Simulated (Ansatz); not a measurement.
One crystal and one scan (scan of one atom of the cell) at two levels, PBE (plane waves to 420 eV, PAW, scalar-relativistic; Ansatz, a first-principles code) and r2SCAN (plane waves to 500 eV, PAW, scalar-relativistic; Ansatz), each from its own relaxed cell and on its own mesh. The cell shown is that of PBE.

InP (zinc blende)

```
CELL_PARAMETERS angstrom
      0.00000     2.97977     2.97977
      2.97977     0.00000     2.97977
      2.97977     2.97977     0.00000
ATOMIC_POSITIONS crystal
  P  0.75000 0.75000 0.75000
  In 0.00000 0.00000 0.00000
```

Scan: atom 2 (In, nearest neighbour P at 2.581 Å; its periodic images, 4.2 Å or more away, move with it) is displaced along Cartesian [111], direction (0.577, 0.577, 0.577) in Cartesian axes, by s. The other atoms stay.

Energies are smeared free energies. InP was relaxed with its symmetry unable to fall. Percentages come from the unrounded values.

```json
[
 {"quantity": "Lattice constant a (Å)", "PBE": "5.960", "r2SCAN": "5.907", "PBE − r2SCAN": "+0.053 (+0.9 %)"},
 {"quantity": "Force constant k = d²E/ds² at s = 0 (finite differences) (eV/Å²)", "PBE": "7.23", "r2SCAN": "7.85", "PBE − r2SCAN": "-0.62 (-7.9 %)"},
 {"quantity": "Zone-centre optical wavenumber from k (transverse: no LO-TO term) (cm⁻¹)", "PBE": "284", "r2SCAN": "296", "PBE − r2SCAN": "-12 (-4 %)"}
]
```

PBE gives the higher value for: lattice constant a. PBE gives the lower value for: force constant k = d²E/ds² at s = 0; zone-centre optical wavenumber from k. Both give the same shape of the curve: a single well with its minimum at or next to zero displacement. Neither level is exact: the differences show how much the result hangs on the functional.

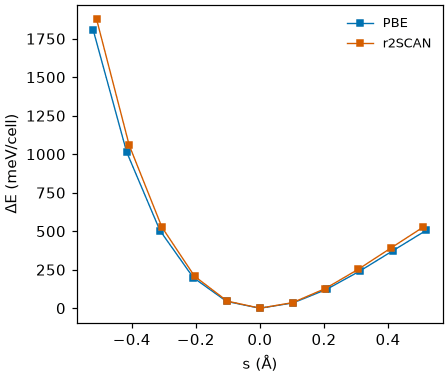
*ΔE, each from the undisplaced structure of its own level.*

(A displaced cell: forces are minus the slopes of the energy, force constants its curvatures, and phonons follow from these.)
